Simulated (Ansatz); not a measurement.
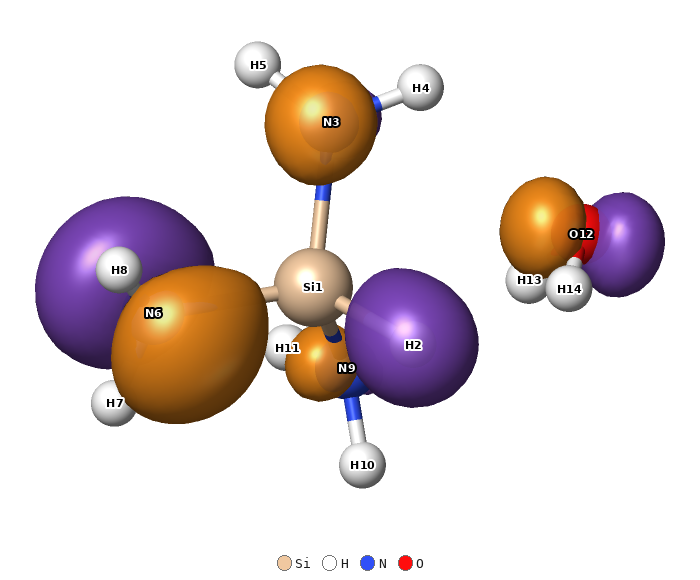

*H7N3Si···H2O. The HOMO−1 at ±0.15 Å⁻³ᐟ² (orange and purple are the two phases), seen at a tilt.*

Not at a stationary point (largest force 1.0 eV/Å).

These are results of RKS PBE0/6-31G* in Ansatz, not measurements.

```yaml
atoms:
  - { symbol: Si, position_ang: [-0.0729, 0.0724, -0.0795] }
  - { symbol: H, position_ang: [-0.2211, -0.0591, 1.3819] }
  - { symbol: N, position_ang: [1.5885, 0.1924, -0.4607] }
  - { symbol: H, position_ang: [2.1856, -0.5396, -0.0943] }
  - { symbol: H, position_ang: [1.8754, 0.5314, -1.3681] }
  - { symbol: N, position_ang: [-0.7905, 1.4738, -0.7974] }
  - { symbol: H, position_ang: [-1.7971, 1.5312, -0.8664] }
  - { symbol: H, position_ang: [-0.3909, 2.3809, -0.5932] }
  - { symbol: N, position_ang: [-0.9017, -1.3706, -0.6336] }
  - { symbol: H, position_ang: [-1.7906, -1.5905, -0.1974] }
  - { symbol: H, position_ang: [-0.9753, -1.5002, -1.6366] }
  - { symbol: O, position_ang: [1.2269, -2.2028, 1.1425] }
  - { symbol: H, position_ang: [0.5442, -2.3905, 0.4707] }
  - { symbol: H, position_ang: [0.7406, -1.6153, 1.7648] }
```

### What is the character of this orbital?

It lies mainly on N6 (about 50 %), Si1 (about 10 %), O12 (about 10 %), N3 (about 10 %) and H2 (about 10 %). Its energy is −7.10 eV.
